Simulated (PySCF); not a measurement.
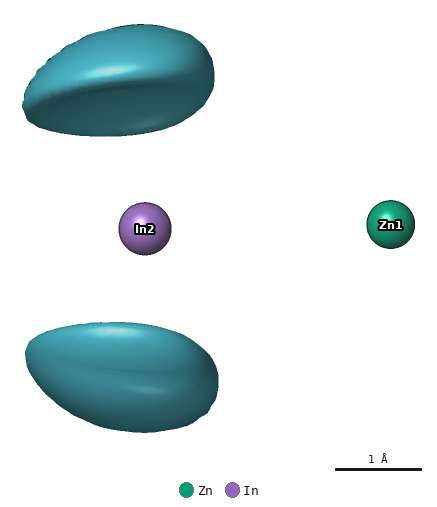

*ZnIn (doublet). Isosurface of the electron localisation function at 0.85 (cyan), seen from one side. Core shells and regions of very low density are left out.*

Core potentials replace the inner electrons of In.

Method: PBE0/def2-SVP, non-relativistic Hamiltonian with scalar-relativistic core potentials where named, at a bond length of 2.860 Å (PySCF).

Describe the localisation domains.

At this value the surface marks out two lobes on In, pointing away from the bonds (non-bonding electrons). Profiles from the grid: Zn–In (2.86 Å): the ELF is about 0.25 at the midpoint.
